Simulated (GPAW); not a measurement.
# MnSi15 (Si32 Mn2 d2p35): which magnetic order is lowest

A self-consistent run ends on one state, which hangs on the start. Several orders of MnSi15 (Si32 Mn2 d2p35) are started in GPAW and their energies compared.

Calculated with GPAW 26.7.0; PBE; plane waves with GPAW's PAW setups, scalar-relativistic.

**1. Starting point**

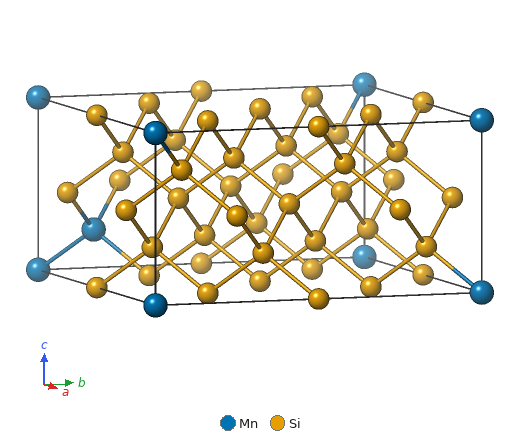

The cell as given, slightly off an axis (manganese blue, silicon orange). Bonds to atoms that aren't drawn are left out. Some periodic images of atoms are drawn too.

The cell is a made-up one and need not be a known phase.

**2. Run 1 (ferro ++)**

The parallel start comes first: it fits the smallest cell, keeps the most symmetry and shows whether parallel moments form.

File order1.py:

```python
import json
import numpy as np
from ase import Atoms
from ase.parallel import paropen, parprint
from gpaw import GPAW

atoms = Atoms(['Mn', 'Mn', 'Si', 'Si', 'Si', 'Si', 'Si', 'Si', 'Si', 'Si', 'Si', 'Si', 'Si', 'Si', 'Si', 'Si', 'Si', 'Si', 'Si', 'Si', 'Si', 'Si', 'Si', 'Si', 'Si', 'Si', 'Si', 'Si', 'Si', 'Si', 'Si', 'Si'],
    cell=[[10.862, 0.0, 0.0],
         [0.0, 10.862, 0.0],
         [0.0, 0.0, 5.431]],
    scaled_positions=[[0.0, 0.0, 0.0],
         [0.125, 0.125, 0.25],
         [0.0, 0.25, 0.5],
         [0.125, 0.375, 0.75],
         [0.25, 0.0, 0.5],
         [0.375, 0.125, 0.75],
         [0.25, 0.25, 0.0],
         [0.375, 0.375, 0.25],
         [0.0, 0.5, 0.0],
         [0.125, 0.625, 0.25],
         [0.0, 0.75, 0.5],
         [0.125, 0.875, 0.75],
         [0.25, 0.5, 0.5],
         [0.375, 0.625, 0.75],
         [0.25, 0.75, 0.0],
         [0.375, 0.875, 0.25],
         [0.5, 0.0, 0.0],
         [0.625, 0.125, 0.25],
         [0.5, 0.25, 0.5],
         [0.625, 0.375, 0.75],
         [0.75, 0.0, 0.5],
         [0.875, 0.125, 0.75],
         [0.75, 0.25, 0.0],
         [0.875, 0.375, 0.25],
         [0.5, 0.5, 0.0],
         [0.625, 0.625, 0.25],
         [0.5, 0.75, 0.5],
         [0.625, 0.875, 0.75],
         [0.75, 0.5, 0.5],
         [0.875, 0.625, 0.75],
         [0.75, 0.75, 0.0],
         [0.875, 0.875, 0.25]],
    pbc=True,
    magmoms=[4.5, 4.5, 0.0, 0.0, 0.0, 0.0, 0.0, 0.0, 0.0, 0.0, 0.0, 0.0, 0.0, 0.0, 0.0, 0.0, 0.0, 0.0, 0.0, 0.0, 0.0, 0.0, 0.0, 0.0, 0.0, 0.0, 0.0, 0.0, 0.0, 0.0, 0.0, 0.0])
atoms.calc = GPAW(mode={'name': 'pw', 'ecut': 450},
    xc='PBE',
    kpts={'size': (3, 3, 5), 'gamma': True},
    occupations={'name': 'fermi-dirac', 'width': 0.05},
    convergence={'density': 1e-05, 'energy': 1e-05},
    maxiter=200,
    mixer={'name': 'pulay', 'beta': 0.05, 'nmaxold': 6, 'weight': 50},
    symmetry={'tolerance': 1e-4},
    txt='order1.txt')
e = atoms.get_potential_energy(force_consistent=True)
res = {'free_energy': e, 'energy_sigma0': atoms.get_potential_energy(), 'fermi_energy': atoms.calc.get_fermi_level()}
res['moments'] = atoms.get_magnetic_moments().tolist()
res['total'] = atoms.get_magnetic_moment()
parprint('site moments (muB):', np.round(res['moments'], 3))
parprint(f"total moment: {res['total']:.3f} muB")
parprint(f'free energy: {e:.6f} eV')
atoms.calc.write('order1.gpw')
with paropen('results.json', 'w') as f:
    json.dump(res, f)
```

Run with:

```
OMP_NUM_THREADS=1 mpirun -n 4 gpaw python order1.py > order1.log
```

Numbers of over 12 decimals in the logs are rounded to 6 here.

The program printed:

```text
site moments (muB): [ 2.677e+00  2.677e+00 -4.100e-02  1.000e-02 -4.100e-02  1.000e-02
 -4.700e-02  5.000e-03 -2.000e-03 -2.000e-03  1.000e-02 -4.100e-02
 -1.000e-03 -0.000e+00  4.000e-03  4.000e-03 -2.000e-03 -2.000e-03
 -1.000e-03 -0.000e+00  1.000e-02 -4.100e-02  4.000e-03  4.000e-03
 -1.000e-03 -1.000e-03 -0.000e+00 -1.000e-03 -0.000e+00 -1.000e-03
  5.000e-03 -4.700e-02]
total moment: 5.845 muB
free energy: -176.724435 eV

--- order1.txt ---
Input parameters:
  mode=PW(ecut=450),
  convergence={'density': 1e-05, 'energy': 1e-05},
  kpts=MonkhorstPack(size=(3, 3, 5), gamma=True),
  maxiter=200,
  mixer=Pulay(name='pulay', nmaxold=6, beta=0.05, weight=50, sigma=0.015, g_ss=None),
  occupations=Occupations(name='fermi-dirac', width=0.05),
  symmetry=Symmetry(tolerance=0.0001),
  xc=XC(name='PBE')

Diagonalizing LCAO Hamiltonian
Converting LCAO to pw mode
        .--------------------------.
       /|                          |
      / |                          |
     /  |  Si           Si         |
    /   |      Si            Si    |
   /  Si|           Si             |
  /    Si        Si  Si        Si  |
 *      .--Si------------Si--------.
 |     / Si Si        Si Si       /
 | Si /      Si Si         Si    /
 |   Si Si    Si  Si Si    Si   /
 |  /Mn            Si          /
 | /     Si            Si     /
 |/                          /
 Mn------------Si-----------*

Atoms  # Å, Bohr magnetons
|    | symbol |        x |        y |        z |    initial magnetic moments |
|----|--------|----------|----------|----------|-----------------------------|
|  0 |     Mn | 0.000000 | 0.000000 | 0.000000 | ( 0.0000,  0.0000,  4.5000) |
|  1 |     Mn | 1.357750 | 1.357750 | 1.357750 | ( 0.0000,  0.0000,  4.5000) |
|  2 |     Si | 0.000000 | 2.715500 | 2.715500 | ( 0.0000,  0.0000,  0.0000) |
|  3 |     Si | 1.357750 | 4.073250 | 4.073250 | ( 0.0000,  0.0000,  0.0000) |
|  4 |     Si | 2.715500 | 0.000000 | 2.715500 | ( 0.0000,  0.0000,  0.0000) |
|  5 |     Si | 4.073250 | 1.357750 | 4.073250 | ( 0.0000,  0.0000,  0.0000) |
|  6 |     Si | 2.715500 | 2.715500 | 0.000000 | ( 0.0000,  0.0000,  0.0000) |
|  7 |     Si | 4.073250 | 4.073250 | 1.357750 | ( 0.0000,  0.0000,  0.0000) |
|  8 |     Si | 0.000000 | 5.431000 | 0.000000 | ( 0.0000,  0.0000,  0.0000) |
|  9 |     Si | 1.357750 | 6.788750 | 1.357750 | ( 0.0000,  0.0000,  0.0000) |
| 10 |     Si | 0.000000 | 8.146500 | 2.715500 | ( 0.0000,  0.0000,  0.0000) |
| 11 |     Si | 1.357750 | 9.504250 | 4.073250 | ( 0.0000,  0.0000,  0.0000) |
| 12 |     Si | 2.715500 | 5.431000 | 2.715500 | ( 0.0000,  0.0000,  0.0000) |
| 13 |     Si | 4.073250 | 6.788750 | 4.073250 | ( 0.0000,  0.0000,  0.0000) |
| 14 |     Si | 2.715500 | 8.146500 | 0.000000 | ( 0.0000,  0.0000,  0.0000) |
| 15 |     Si | 4.073250 | 9.504250 | 1.357750 | ( 0.0000,  0.0000,  0.0000) |
| 16 |     Si | 5.431000 | 0.000000 | 0.000000 | ( 0.0000,  0.0000,  0.0000) |
| 17 |     Si | 6.788750 | 1.357750 | 1.357750 | ( 0.0000,  0.0000,  0.0000) |
[...]
| 22 |     Si | 8.146500 | 2.715500 | 0.000000 | ( 0.0000,  0.0000,  0.0000) |
| 23 |     Si | 9.504250 | 4.073250 | 1.357750 | ( 0.0000,  0.0000,  0.0000) |
| 24 |     Si | 5.431000 | 5.431000 | 0.000000 | ( 0.0000,  0.0000,  0.0000) |
| 25 |     Si | 6.788750 | 6.788750 | 1.357750 | ( 0.0000,  0.0000,  0.0000) |
| 26 |     Si | 5.431000 | 8.146500 | 2.715500 | ( 0.0000,  0.0000,  0.0000) |
| 27 |     Si | 6.788750 | 9.504250 | 4.073250 | ( 0.0000,  0.0000,  0.0000) |
| 28 |     Si | 8.146500 | 5.431000 | 2.715500 | ( 0.0000,  0.0000,  0.0000) |
| 29 |     Si | 9.504250 | 6.788750 | 4.073250 | ( 0.0000,  0.0000,  0.0000) |
| 30 |     Si | 8.146500 | 8.146500 | 0.000000 | ( 0.0000,  0.0000,  0.0000) |
| 31 |     Si | 9.504250 | 9.504250 | 1.357750 | ( 0.0000,  0.0000,  0.0000) |

Unit cell  # Å
| periodic |         x |         y |        z |   lengths |    angles |
|----------|-----------|-----------|----------|-----------|-----------|
|      yes | 10.862000 |  0.000000 | 0.000000 | 10.862000 | 90.000000 |
|      yes |  0.000000 | 10.862000 | 0.000000 | 10.862000 | 90.000000 |
|      yes |  0.000000 |  0.000000 | 5.431000 |  5.431000 | 90.000000 |

Number of symmetries: 2

BZ-sampling:
  Number of BZ points: 45
  Number of IBZ points: 16

  Monkhorst-Pack size: [3, 3, 5]
  Monkhorst-Pack shift: [0, 0, 0]

K-points  # in reciprocal-cell coordinates
|     |                                coordinates |     weight |
|-----|--------------------------------------------|------------|
|   0 | (  0.00000000,   0.00000000,   0.00000000) | 0.02222222 |
|   1 | (  0.00000000,   0.00000000,   0.20000000) | 0.04444444 |
|   2 | (  0.00000000,   0.00000000,   0.40000000) | 0.04444444 |
|   3 | (  0.33333333,  -0.33333333,   0.00000000) | 0.04444444 |
|   4 | (  0.33333333,  -0.33333333,   0.20000000) | 0.08888889 |
|   5 | (  0.33333333,  -0.33333333,   0.40000000) | 0.08888889 |
|   6 | (  0.33333333,   0.00000000,  -0.40000000) | 0.08888889 |
|   7 | (  0.33333333,   0.00000000,  -0.20000000) | 0.08888889 |
|   8 | (  0.33333333,   0.00000000,   0.00000000) | 0.08888889 |
|   9 | (  0.33333333,   0.00000000,   0.20000000) | 0.08888889 |
| ... |                                            |            |
|  15 | (  0.33333333,   0.33333333,   0.40000000) | 0.04444444 |

Plane wave coefficients: 13930
Cutoff: 450.000000 eV

Spin-components: 2 (collinear spins)
Bands:           100
Projectors:      162
Spin-degeneracy: 1
Datatype:        complex128

Parallelization:
  kpt:    4
  domain: 1
  band:   1

Density:
  Valence electrons: 150.0
  Components: 2
  Grid points: [54 54 27]
  Charge: 0.0  # |e|

Potential:
  Grid points: [54 54 27]

species:
  Mn:
    name:    Manganese
    Z:       25.0
    valence: 15
    core:    10
    charge:  0.0  # [|e|]
    compensation charges:
      type: gauss
      rc: 0.38  # [Å]
      lmax: 2
    cutoffs:
      filter: 2.14  # [Å]
      core: 0.86  # [Å]
    projectors
    | kind |    occ | energy [eV] | rcut [Å] |
    |------|--------|-------------|----------|
    |   3s |  2.000 |     -85.859 |    1.275 |
    |   4s |  2.000 |      -5.106 |    1.275 |
    |   3p |  6.000 |     -54.597 |    1.281 |
    |   4p |  0.000 |      -1.371 |    1.281 |
    |   3d |  5.000 |      -6.771 |    1.138 |
    |    d |        |      20.441 |    1.138 |

    Using partial waves for Mn as LCAO basis

  Si:
    name:    Silicon
    Z:       14.0
    valence: 4
    core:    10
    charge:  0.0  # [|e|]
    compensation charges:
      type: gauss
      rc: 0.33  # [Å]
      lmax: 2
    cutoffs:
      filter: 1.86  # [Å]
      core: 2.06  # [Å]
    projectors
    | kind |    occ | energy [eV] | rcut [Å] |
    |------|--------|-------------|----------|
    |   3s |  2.000 |     -10.812 |    1.058 |
    |   3p |  2.000 |      -4.081 |    1.058 |
    |    s |        |      16.399 |    1.058 |
    |    p |        |      23.130 |    1.058 |
    |    d |        |       0.000 |    1.058 |

    Using partial waves for Si as LCAO basis

Reference energy: -299618.503652  # eV

eigensolver:
  PPCG
  Converge bands: occupied
  niter=2

density mixing:
  Pulay-Mixer
  Linear mixing parameters: 0.05
  Old densities: 6
  Fourier metric: weight=50, sigma=0.015

occupation numbers:
  Fermi-Dirac:
    width: 0.0500  # eV

poisson solver:
  ecut: 3600.000000  # eV

xc functional:
  name: PBE with 2 nearest neighbor stencil

convergence criteria:
- Maximum integral of absolute [dens]ity change: 1e-05 electrons / valence electron
- Maximum [total energy] change in last 3 cyles: 1e-05 eV / valence electron
- Maximum integral of absolute [eigenst]ate change: 4e-08 eV^2 / valence electron
maximum number of iterations: 200

SCF iterations
|iter     |      energy | eigst |  dens |  magmom |
|---------|-------------|-------|-------|---------|
|iter:   1|       0s | -177.402376 | +0.30 |       |  +9.0228|
|iter:   2|      26s | -177.134721 | -1.00 | -0.80 |  +8.8518|
|iter:   3|      52s | -176.994268 | -2.33 | -0.87 |  +8.7482|
|iter:   4|      81s | -176.687950 | -1.01 | -0.89 |  +7.0822|
|iter:   5|     107s | -176.474530 | -2.29 | -1.54 |  +7.2647|
|iter:   6|     133s | -176.562775 | -2.03 | -1.44 |  +6.9447|
|iter:   7|     160s | -176.602966 | -2.40 | -1.55 |  +6.7470|
|iter:   8|     186s | -176.624570 | -2.64 | -1.73 |  +6.5365|
|iter:   9|     212s | -176.664925 | -2.99 | -1.83 |  +6.2825|
|iter:  10|     240s | -176.681743 | -3.32 | -2.12 |  +6.1903|
[... 21 iterations left out ...]
|iter:  32|     794s | -176.698944c| -8.14c| -4.29 |  +5.8536|
|iter:  33|     813s | -176.698906c| -7.58c| -4.30 |  +5.8519|
|iter:  34|     826s | -176.698890c| -7.97c| -4.42 |  +5.8514|
|iter:  35|     839s | -176.698859c| -7.57c| -4.45 |  +5.8503|
|iter:  36|     852s | -176.698846c| -7.81c| -4.50 |  +5.8497|
|iter:  37|     878s | -176.698807c| -7.55c| -4.54 |  +5.8480|
|iter:  38|     890s | -176.698789c| -8.02c| -4.71 |  +5.8473|
|iter:  39|     903s | -176.698773c| -8.09c| -4.80 |  +5.8466|
|iter:  40|     916s | -176.698758c| -8.01c| -4.88 |  +5.8460|
|iter:  41|     928s | -176.698737c| -7.98c| -5.01c|  +5.8451|

Converged in 41 steps
Energy contributions relative to reference atoms: (reference = -299618.503652)

Energy contributions:
  Kinetic:         240.062590
  Coulomb:        -209.545061
  Zero:              0.007717
  External:          0.000000
  Xc:             -207.198285
  Entropy:          -0.051396
  Spinorbit:         0.000000
  ----------------------------
  Free energy:    -176.724435
  Extrapolated:   -176.698737

dipole moment: (-95.428098, -95.428098, -94.928873)  # |e|*Ang

Total magnetic moment: (0.000000, 0.000000, 5.845069)

Local magnetic moments
|        x |        y |         z |
|----------|----------|-----------|
| 0.000000 | 0.000000 |  2.676900 |  # Mn   0
| 0.000000 | 0.000000 |  2.676900 |  # Mn   1
| 0.000000 | 0.000000 | -0.040992 |  # Si   2
| 0.000000 | 0.000000 |  0.010080 |  # Si   3
| 0.000000 | 0.000000 | -0.040992 |  # Si   4
| 0.000000 | 0.000000 |  0.010080 |  # Si   5
| 0.000000 | 0.000000 | -0.046809 |  # Si   6
| 0.000000 | 0.000000 |  0.005025 |  # Si   7
| 0.000000 | 0.000000 | -0.002293 |  # Si   8
| 0.000000 | 0.000000 | -0.002293 |  # Si   9
| 0.000000 | 0.000000 |  0.010080 |  # Si  10
| 0.000000 | 0.000000 | -0.040992 |  # Si  11
| 0.000000 | 0.000000 | -0.001000 |  # Si  12
| 0.000000 | 0.000000 | -0.000493 |  # Si  13
| 0.000000 | 0.000000 |  0.003961 |  # Si  14
| 0.000000 | 0.000000 |  0.003961 |  # Si  15
[...]
| 0.000000 | 0.000000 |  0.003961 |  # Si  22
| 0.000000 | 0.000000 |  0.003961 |  # Si  23
| 0.000000 | 0.000000 | -0.000779 |  # Si  24
| 0.000000 | 0.000000 | -0.000779 |  # Si  25
| 0.000000 | 0.000000 | -0.000493 |  # Si  26
| 0.000000 | 0.000000 | -0.001000 |  # Si  27
| 0.000000 | 0.000000 | -0.000493 |  # Si  28
| 0.000000 | 0.000000 | -0.001000 |  # Si  29
| 0.000000 | 0.000000 |  0.005025 |  # Si  30
| 0.000000 | 0.000000 | -0.046809 |  # Si  31

Fermi level: 5.124
Eigenvalues  # (at kpt = [0.000, 0.000, 0.000])
| band index |      eig [eV] | occ [0-1] |      eig [eV] | occ [0-1] |
|------------|---------------|-----------|---------------|-----------|
|          0 |       -74.995 |     1.000 |       -72.058 |     1.000 |
|        ... |               |           |               |           |
|         67 |         3.599 |     1.000 |         4.091 |     1.000 |
|         68 |         3.600 |     1.000 |         4.559 |     1.000 |
|         69 |         3.666 |     1.000 |         4.782 |     0.999 |
|         70 |         3.752 |     1.000 |         4.810 |     0.998 |
|         71 |         3.897 |     1.000 |         4.946 |     0.972 |
|         72 |         4.068 |     1.000 |         5.233 |     0.101 |
|         73 |         4.597 |     1.000 |         5.260 |     0.061 |
|         74 |         4.679 |     1.000 |         5.815 |     0.000 |
|         75 |         4.702 |     1.000 |         5.817 |     0.000 |
|         76 |         4.860 |     0.995 |         5.867 |     0.000 |
|         77 |         4.939 |     0.976 |         6.136 |     0.000 |
|         78 |         5.168 |     0.292 |         6.150 |     0.000 |
|         79 |         6.125 |     0.000 |         6.179 |     0.000 |
|         80 |         6.127 |     0.000 |         6.243 |     0.000 |
|         81 |         6.129 |     0.000 |         6.403 |     0.000 |
|         82 |         6.155 |     0.000 |         6.508 |     0.000 |
|        ... |               |           |               |           |
|         99 |         8.579 |     0.000 |         8.681 |     0.000 |

No gap
No difference between direct/indirect transitions
```

Elapsed: 16 min, on 4 MPI ranks of Arm Neoverse V2, shared host; peak memory 2.4 GiB; 65 min of CPU time.

Spin moment in the augmentation sphere by element, in μB:

| element | atoms | mean | spread (r.m.s.) | least | largest |
| --- | --- | --- | --- | --- | --- |
| Mn | 2 | 2.68 | 0.00 | 2.68 | 2.68 |
| Si | 30 | -0.01 | 0.02 | -0.05 | 0.01 |

The atoms farthest from the mean of their element:

| atom | x, y, z (Å) | spin moment in the augmentation sphere (μB) |
| --- | --- | --- |
| Si7 | 2.72, 2.72, 0.00 | -0.05 |
| Si32 | 9.50, 9.50, 1.36 | -0.05 |
| Si5 | 2.72, 0.00, 2.72 | -0.04 |
| Si3 | 0.00, 2.72, 2.72 | -0.04 |
| Si22 | 9.50, 1.36, 4.07 | -0.04 |
| Si12 | 1.36, 9.50, 4.07 | -0.04 |
| Si6 | 4.07, 1.36, 4.07 | 0.01 |
| Si4 | 1.36, 4.07, 4.07 | 0.01 |

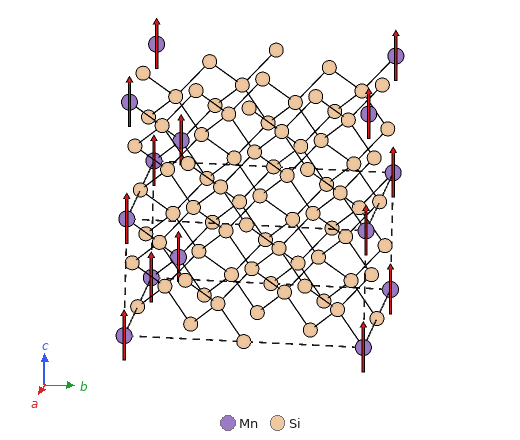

Spin moment in the augmentation sphere as arrows, the longest 2.68 μB. Up and down stand for the sign. Arrows give size and sign along the axis of quantisation, drawn up and down the page. Bonds to atoms that aren't drawn are left out. 1×1×2 cells are drawn. Some periodic images of atoms are drawn too.

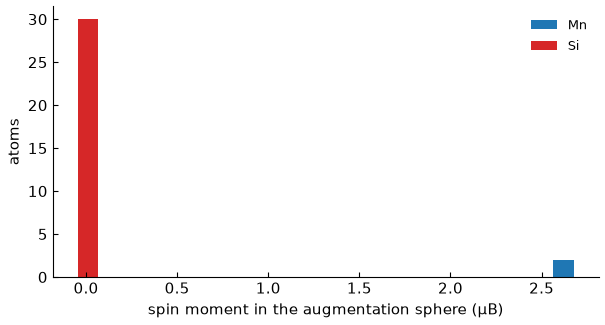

Spin moment in the augmentation sphere as a stacked histogram.

Numbers from this step:

- magnetization: 5.845 μB
- final state: ferromagnetic

After 41 cycles the largest moment stands at 2.68 μB.

[end of part 1 of 2]

[Logs and program files are shortened in this print: banners, set-up blocks, solver, clock and traceback lines can be left out without a mark of their own.]

[Logs are printed without paths, hosts, clocks, repeated set-up lines and the standing remarks that a program may print on its own settings, such as how far it seeks lower states.]

[Hosts, paths, dates, database ids (printed as entryN), source tags and the programs' standing remarks are cut or masked in the printed files.]

[Where a cell is said to come from a database of computed structures, the database is the Materials Project.]
